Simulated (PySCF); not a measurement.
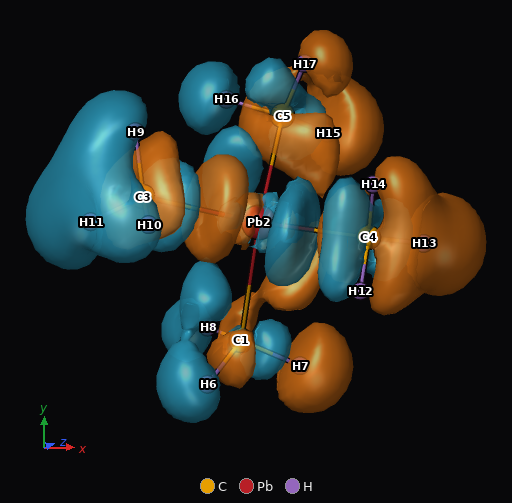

Figure. C₄H₁₂Pb, SMILES `C[Pb](C)(C)C`. Change of the electron density in a uniform field of 0.21 V/Å, surfaces at ±0.0015 e/Å³ (light blue: gain, orange: loss).

Computed with PySCF, B3LYP/def2-SVPD, geometry: GFN2-xTB. Core potentials replace the inner electrons of Pb; spin–orbit coupling isn't included. No frequency check shows the geometry to be a minimum. GFN2-xTB bond lengths at metals and heavier atoms can be off by up to 0.1 Å and shapes distorted, which carries into these values.

Along which Cartesian direction does the field point?

Answer. Along +x: electrons gather on the −x side, against the field.

What dipole is induced, and what polarisability does it imply?

Answer. The induced dipole is 1.09 D (along the field); α along this axis, from the fields in both directions, is 107 bohr³ (15.8 Å³).

Which atoms gain and lose the most charge?

Answer. Electrons gather most on C3 (Hirshfeld charge changes by −0.010 e) and leave H13 most (+0.010 e); 0.087 electrons are displaced in all.

Cost of the run: 87 s on 1 thread of Intel(R) Xeon(R) Platinum 8259CL CPU @ 2.50GHz (Skylake/Cascade Lake), on a shared host, peak memory 1.1 GiB.
